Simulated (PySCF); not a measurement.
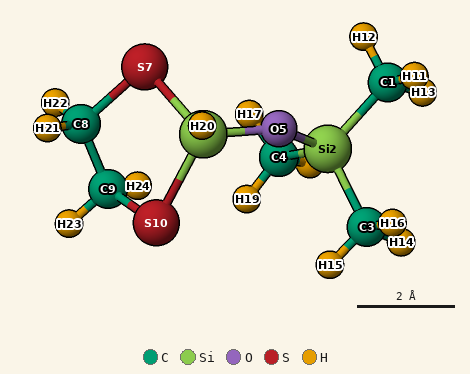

The input geometry (ball-and-stick view, seen at a tilt; atoms are numbered from 1 in the order of the input).

**Run report: C5H14OS2Si2, NMR shielding calculation**

- system: C5H14OS2Si2, SMILES C[Si](C)(C)O[SiH]1SCCS1
- method: GIAO PBE0/pcSseg-1 NMR shielding, non-relativistic, gas phase (PySCF 2.14.0)

The geometry comes from this level: PBE0-D3(BJ)/def2-SVP. It belongs to a series of runs on one base structure; here: H on Si replaced by OSiMe3. Figures and captions count atoms from 1; the log counts them from 0 in places.

The input:
```
{"job": {"kind": "nmr", "xc": "PBE0", "basis": "pcSseg-1"}, "charge": 0, "multiplicity": 1}
C     -2.815797    -1.255823     0.906556
Si    -1.600860     0.017926     0.281724
C     -2.303582     1.748963     0.353263
C     -1.015666    -0.391808    -1.450061
O     -0.283860    -0.026618     1.336689
Si     1.347785     0.127053     1.322279
S      2.283076    -1.625564     0.498330
C      3.429504    -0.732766    -0.615158
C      2.761555     0.460554    -1.264259
S      2.120668     1.630902    -0.009056
H     -3.113094    -1.038407     1.944105
H     -2.368705    -2.261927     0.885761
H     -3.726475    -1.273562     0.286996
H     -3.201096     1.846725    -0.277922
H     -1.555640     2.477157     0.001683
H     -2.580666     2.017021     1.384685
H     -0.441182    -1.331179    -1.456765
H     -1.866313    -0.499481    -2.141642
H     -0.368096     0.412572    -1.833512
H      1.746081     0.434486     2.717622
H      4.318979    -0.421971    -0.046779
H      3.743329    -1.462805    -1.377738
H      3.485731     1.029894    -1.867056
H      1.939461     0.139292    -1.920977
```

The first line tells a small driver script what to run in PySCF; the rest is the geometry in Å.

Launch command:
```bash
OMP_NUM_THREADS=1 python <driver script> task.json out
```

Log:
```
coarse grid: 21696 points
cycle   1  E = -1648.5837854721  dE =  9.177e-01  |g| = 8.834e-01  |ddm| = 4.525e+00
cycle   2  E = -1648.3754036668  dE =  2.084e-01  |g| = 1.364e+00  |ddm| = 1.920e+00
cycle   3  E = -1648.7354746789  dE = -3.601e-01  |g| = 2.120e-01  |ddm| = 1.382e+00
cycle   4  E = -1648.7450392177  dE = -9.565e-03  |g| = 4.086e-02  |ddm| = 2.186e-01
cycle   5  E = -1648.7454075043  dE = -3.683e-04  |g| = 1.085e-02  |ddm| = 4.718e-02
cycle   6  E = -1648.7454401308  dE = -3.263e-05  |g| = 3.328e-03  |ddm| = 1.936e-02
cycle   7  E = -1648.7454427494  dE = -2.619e-06  |g| = 9.996e-04  |ddm| = 4.683e-03
final grid: 189800 points
cycle   8  E = -1648.8172602377  dE = -3.380e-05  |g| = 1.266e-02  |ddm| = 3.946e-02
cycle   9  E = -1648.8172290481  dE =  3.119e-05  |g| = 1.764e-02  |ddm| = 2.344e-02
cycle  10  E = -1648.8172943733  dE = -6.533e-05  |g| = 2.236e-03  |ddm| = 1.474e-02
cycle  11  E = -1648.8172954515  dE = -1.078e-06  |g| = 2.078e-04  |ddm| = 2.245e-03
cycle  12  E = -1648.8172954597  dE = -8.205e-09  |g| = 1.049e-04  |ddm| = 3.512e-04
cycle  13  E = -1648.8172954622  dE = -2.577e-09  |g| = 3.215e-05  |ddm| = 1.315e-04
cycle  14  E = -1648.8172954625  dE = -2.415e-10  |g| = 6.153e-06  |ddm| = 3.140e-05
```

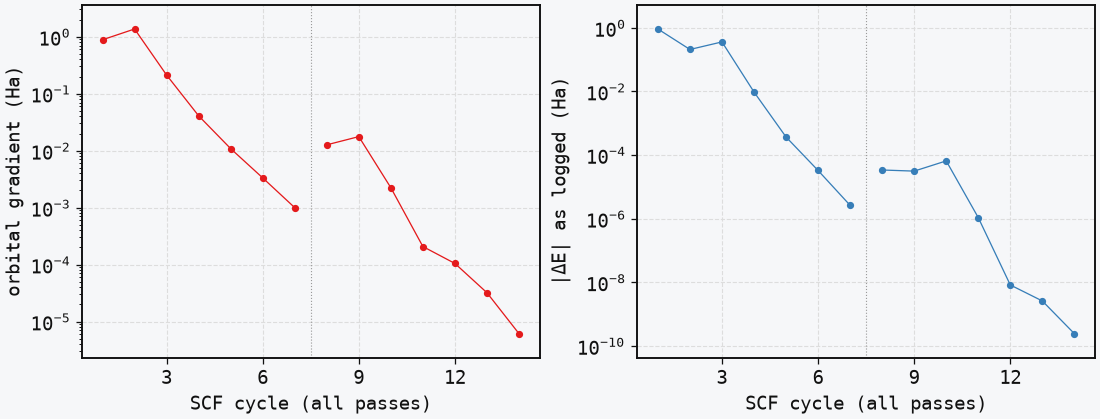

Convergence of the self-consistent field: orbital gradient and size of the energy change against the SCF cycle. The dotted line marks the change from a coarse to the final integration grid. The first 7 cycles use a coarse grid, the final grid takes over at cycle 8, and the field converges after 14 cycles in all.

```
converged SCF energy = -1648.8172954625

GIAO shielding tensors (ppm)
atom      isotropic    diamagn.    paramagn.     s11        s22        s33       span
  0 C      182.872     255.514     -72.642    173.893    183.632    191.092     17.198
  1 Si     327.917     881.819    -553.902    311.782    325.181    346.790     35.008
  2 C      182.408     256.322     -73.914    174.141    182.827    190.255     16.114
  3 C      181.850     259.786     -77.936    174.875    184.082    186.592     11.716
  4 O      232.635     405.132    -172.497    220.536    229.371    247.998     27.462
  5 Si     335.952     879.217    -543.265    301.578    338.938    367.341     65.762
  6 S      575.724    1059.934    -484.210    474.538    541.747    710.886    236.348
  7 C      142.032     251.951    -109.919    104.953    154.535    166.609     61.656
  8 C      145.218     252.124    -106.906    116.839    155.184    163.631     46.791
  9 S      565.975    1060.204    -494.228    456.032    570.283    671.610    215.577
 10 H       30.916      29.225       1.691     26.784     28.382     37.583     10.799
 11 H       30.971      31.595      -0.624     26.298     29.748     36.866     10.568
 12 H       31.448      28.835       2.613     27.239     28.500     38.605     11.366
 13 H       31.405      29.374       2.031     27.301     28.221     38.692     11.391
 14 H       30.780      32.996      -2.216     25.645     30.480     36.214     10.570
 15 H       30.940      29.844       1.096     27.194     28.096     37.530     10.336
 16 H       30.615      34.611      -3.995     25.969     30.168     35.709      9.740
 17 H       31.339      31.409      -0.069     26.766     28.307     38.945     12.180
 18 H       31.035      35.377      -4.342     26.737     30.333     36.036      9.299
 19 H       25.326      28.021      -2.695     20.733     23.143     32.103     11.370
 20 H       28.716      29.215      -0.499     22.535     26.472     37.141     14.606
 21 H       28.286      29.382      -1.097     21.813     25.997     37.047     15.235
 22 H       28.438      29.590      -1.152     22.157     26.085     37.071     14.914
 23 H       28.575      33.335      -4.759     23.586     27.536     34.604     11.018
```

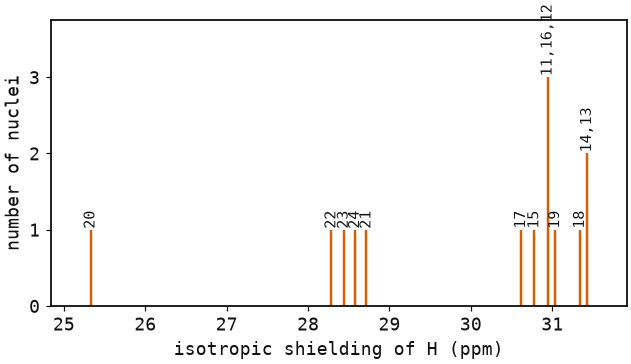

Isotropic shieldings of the hydrogen nuclei in this fixed geometry, labelled by atom number; shielding grows to the right, so chemical shift grows to the left. The least shielded is H20 (25.3 ppm), the most shielded H13 (31.4 ppm).

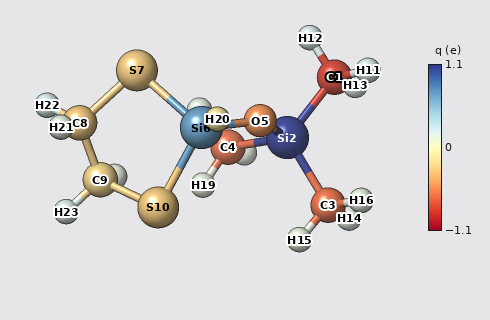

ESP-fitted charges, as the colour of each atom (ball-and-stick view, seen at a tilt; atoms are numbered from 1 in the order of the input). By element: C −0.83 to −0.24, Si +0.68 to +1.07, O −0.52, S −0.28 to −0.27 and H −0.11 to +0.21 e.

Summary:

```tsv
quantity	value
outcome	converged
total energy	−1648.817295 hartree
HOMO	−7.04 eV
LUMO	−0.16 eV
dipole moment	1.93 D
isotropic shielding, C	142.0 to 182.9 ppm
isotropic shielding, Si	327.9 to 336.0 ppm
isotropic shielding, O	232.6 ppm
isotropic shielding, S	566.0 to 575.7 ppm
isotropic shielding, H	25.3 to 31.4 ppm
hardware	1 CPU thread, shared host
wall time	3.1 min
peak memory	1.4 GiB
```
